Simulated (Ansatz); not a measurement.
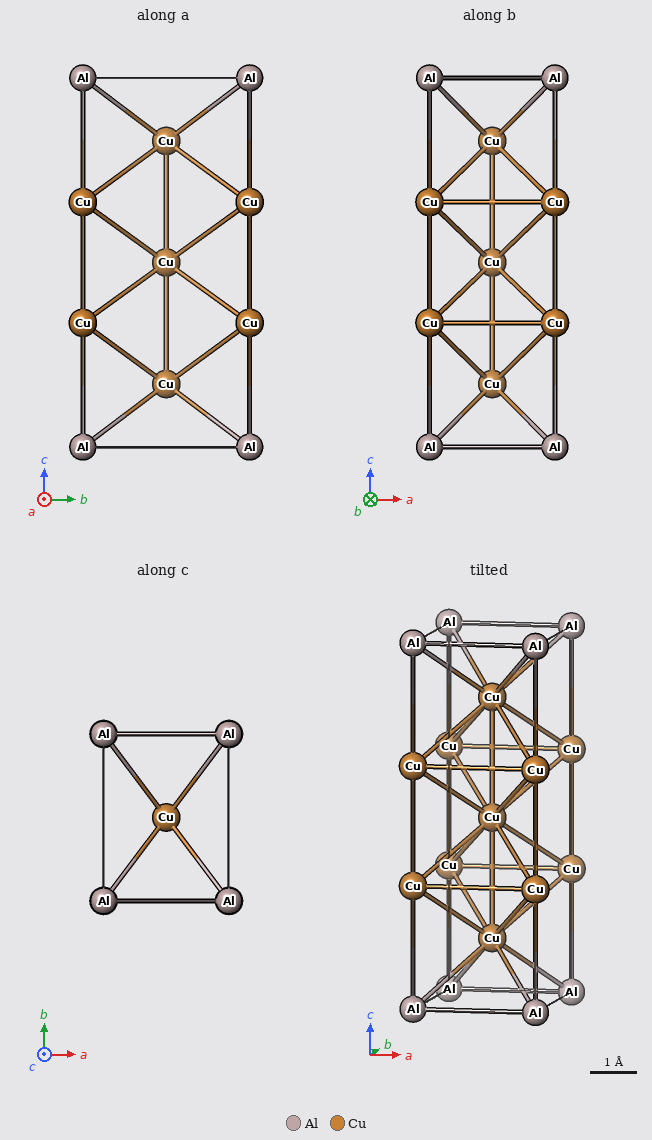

Drawn in the ball-and-stick manner and seen along the a axis, along the b axis, along the c axis and slightly off an axis. The parallelepiped is the conventional unit cell.

Lattice parameters: a = 2.754 Å, b = 3.665 Å, c = 8.108 Å, α = 90.00°, β = 90.00°, γ = 90.00°. Put a along x and b in the xy plane.

Question: Put the structure into a POSCAR file, with free fractional coordinates to two decimals.

Answer:
```
Al Cu
1.0
     2.754    0.000    0.000
     0.000    3.665    0.000
     0.000    0.000    8.108
Al Cu
1 5
Direct
  0.00 0.00 0.00
  0.50 0.50 0.83
  0.50 0.50 0.17
  0.00 0.00 0.34
  0.50 0.50 0.50
  0.00 0.00 0.66
```

The cell started as a structure type filled with these elements by a generator (whether the compound takes this form wasn't checked). It was relaxed at fixed volume with DFT PBE, scalar-relativistic, plane waves, PAW in Ansatz.

At this level of theory the run's own cell isn't at rest (stretched, at -10 GPa), so its distances can differ from those at equilibrium, the more so the softer the solid.
